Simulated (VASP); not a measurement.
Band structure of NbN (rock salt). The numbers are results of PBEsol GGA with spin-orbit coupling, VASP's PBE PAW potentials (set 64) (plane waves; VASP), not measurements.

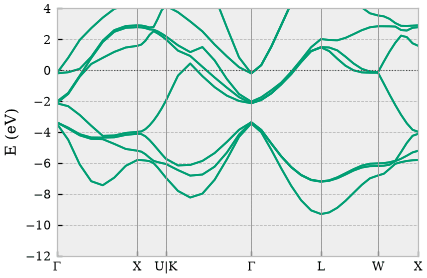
Bands along high-symmetry lines, zero at the valence-band maximum or, without a gap, the Fermi level

Q: Read the plot: is there a gap, and where are the band edges?

A: It has no gap at this level: it comes out as a metal or semimetal.

The compound is NbN in the rock salt structure, the cubic δ form, which competes with hexagonal ones. It was relaxed first. VASP warned that the highest band is occupied, so more bands are needed.
